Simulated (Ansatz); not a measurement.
A series of calculations on AlNH₄F₂

**1. Relaxation**

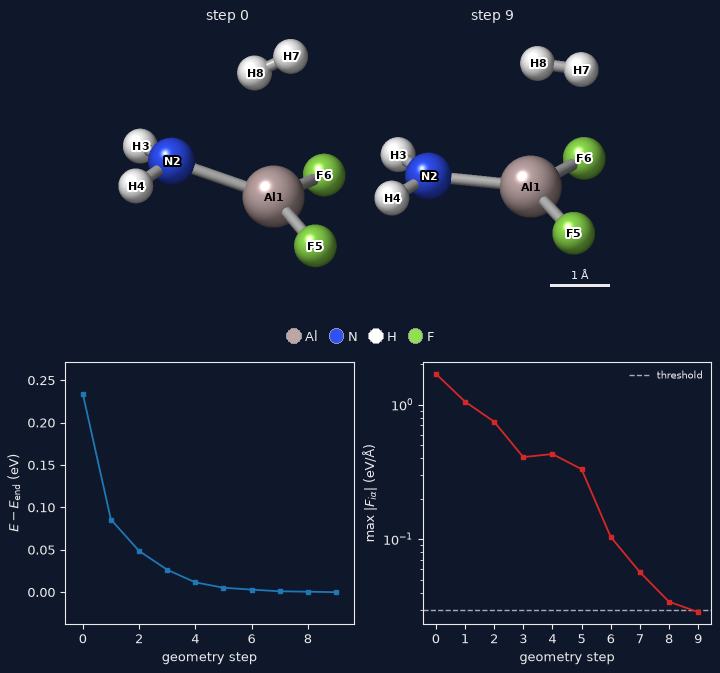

First and last geometry of a relaxation of AlNH4F2, with the history of the run. Style: ball-and-stick. Shown at a tilt.

The run prepares an end point of a later path (reaction) calculation, from a guessed geometry.

Method: RKS PBE-D4/def2-mTZVP (Ansatz 0.2.0). Set-up: no spin polarisation; force threshold 0.03 eV/Å; at most 50 steps.

Question: Read the history and describe the run.

Answer: It converged. The largest move after the best rigid fit is that of H7, 0.51 Å. Largest moves by element: H 0.51 Å, F 0.34 Å, N 0.32 Å, Al 0.24 Å. Near-neighbour distances that change, for instance: Al1–N2 1.864 → 1.765 Å, H7–H8 0.718 → 0.758 Å, Al1–F5 1.659 → 1.665 Å. Bond angles that change, for instance: Al1–N2–H3 120.1° → 124.4°. The energy falls by 0.234 eV in 9 geometry steps. Largest force component: 1.7 eV/Å at the start, 0.029 eV/Å at the end. The run took 14 s on 2 threads of Arm Neoverse V2 (shared host), peak memory 0.15 GiB.

```json
{"step": "0", "E − E(0), eV": "0.0000", "largest force component, eV/Å": "1.6996"}
{"step": "1", "E − E(0), eV": "-0.1486", "largest force component, eV/Å": "1.0548"}
{"step": "2", "E − E(0), eV": "-0.1857", "largest force component, eV/Å": "0.7478"}
{"step": "3", "E − E(0), eV": "-0.2079", "largest force component, eV/Å": "0.4076"}
{"step": "4", "E − E(0), eV": "-0.2228", "largest force component, eV/Å": "0.4294"}
{"step": "5", "E − E(0), eV": "-0.2291", "largest force component, eV/Å": "0.3318"}
{"step": "6", "E − E(0), eV": "-0.2313", "largest force component, eV/Å": "0.1041"}
{"step": "7", "E − E(0), eV": "-0.2333", "largest force component, eV/Å": "0.0570"}
{"step": "8", "E − E(0), eV": "-0.2338", "largest force component, eV/Å": "0.0343"}
{"step": "9", "E − E(0), eV": "-0.2344", "largest force component, eV/Å": "0.0287"}
```

Limits of the set-up: the start holds two separate molecules, 2.3 Å apart at their closest, whose relative position is a soft coordinate.

**2. Relaxation**

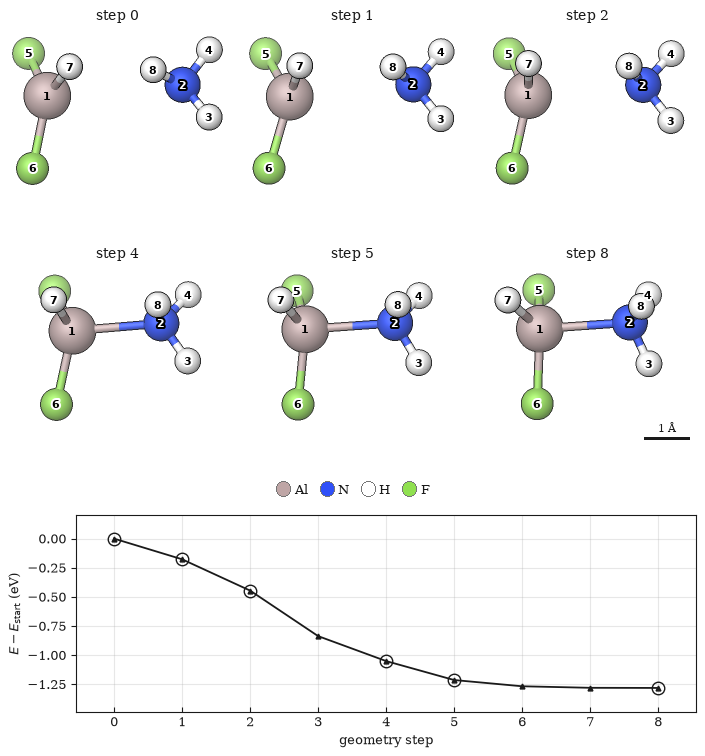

Frames of a relaxation of AlNH$_{4}$F$_{2}$, marked on the history of the run. A ball-and-stick model, seen at a tilt.

The run prepares an end point of a later path (reaction) calculation, from a guessed geometry.

All numbers below come from RKS PBE-D4/def2-mTZVP in Ansatz. Settings: no spin polarisation; force threshold 0.03 eV/Å; at most 50 steps.

> What happens along the run?

The energy falls by 1.281 eV in 8 geometry steps. Largest force component: 0.79 eV/Å at the start, 0.022 eV/Å at the end. The atom that moves furthest after the best rigid fit is F5 (0.91 Å). Largest moves by element: F 0.91 Å, H 0.86 Å, Al 0.58 Å, N 0.51 Å. Among the contacts that change: Al1–N2 3.099 → 2.049 Å, Al1–F5 1.664 → 1.691 Å, Al1–H7 1.568 → 1.591 Å, N2–H8 1.043 → 1.025 Å. New bonds form, among them: Al1–N2 (3.10 → 2.05 Å). Bond angles that change, for instance: F5–Al1–F6 118.2° → 115.0°, F5–Al1–H7 120.7° → 118.0°. The run took 13 s on 2 threads of Arm Neoverse V2, on a shared host, peak memory 0.15 GiB. From step 0 to 1: H8 moves most (0.20 Å), energy −0.177 eV. From step 1 to 2: F5 moves most (0.19 Å), energy −0.269 eV. From step 2 to 4: Al and F atoms move most (0.35 Å), energy −0.605 eV. From step 4 to 5: H7 moves most (0.17 Å), energy −0.163 eV. From step 5 to 8: H8 moves most (0.20 Å), energy −0.068 eV.

```tsv
step	E − E(0), eV	largest force component, eV/Å
0	0.0000	0.7930
1	-0.1773	1.1868
2	-0.4459	1.7315
3	-0.8366	0.5901
4	-1.0508	0.9457
5	-1.2135	0.6398
6	-1.2670	0.3759
7	-1.2802	0.0618
8	-1.2814	0.0215
```

**3. Path**

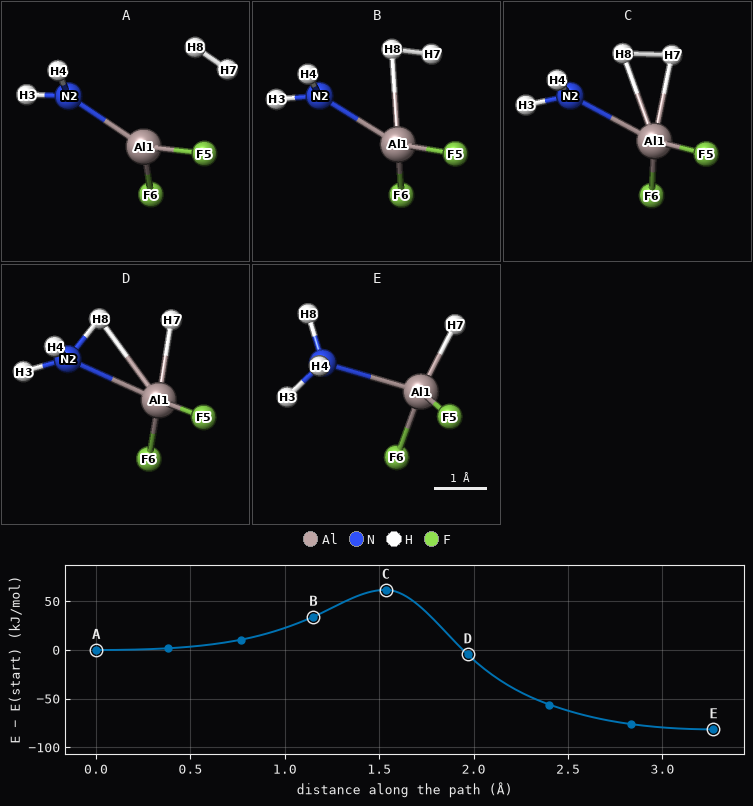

A search for the minimum-energy path of AlNH₄F₂, made up at the start of AlNH$_{2}$F$_{2}$ and H2 by the nudged elastic band. Images are numbered from 0 (start) to 8 (end). Frames A to E are images 0, 3, 4, 5, 8. Style: ball-and-stick. Shown at a tilt.

Computed with RKS PBE-D4/def2-mTZVP in Ansatz 0.2.0. Run with 7 movable images; climbing image; force threshold 0.03 eV/Å; iteration limit 60; starting path through a guess of the saddle point.

Q: What happens along the path, and what is the barrier?

A: Breaking: H7–H8 (0.76 → 1.01 at the top → 3.00 Å). Forming: Al1–H7 (2.45 → 1.80 at the top → 1.59 Å), N2–H8 (2.91 → 1.46 at the top → 1.03 Å). The energy climbs by 61.7 kJ/mol to image 4 and then falls by 143.1 kJ/mol, so the end point sits at −81.4 kJ/mol. The band converged in 10 iterations. The largest component of the band force went from 3.5 to 0.024 eV/Å. The climbing image converged on the top of the path. Its vibrational analysis gives one imaginary mode (1096i cm⁻¹), as a transition state must have.

Limits of the set-up: the start holds two separate molecules, 2.4 Å apart at their closest, whose relative position is a soft coordinate.

Cost: 87 s on 2 threads of Arm Neoverse V2, with other jobs on the host, peak memory 0.15 GiB.
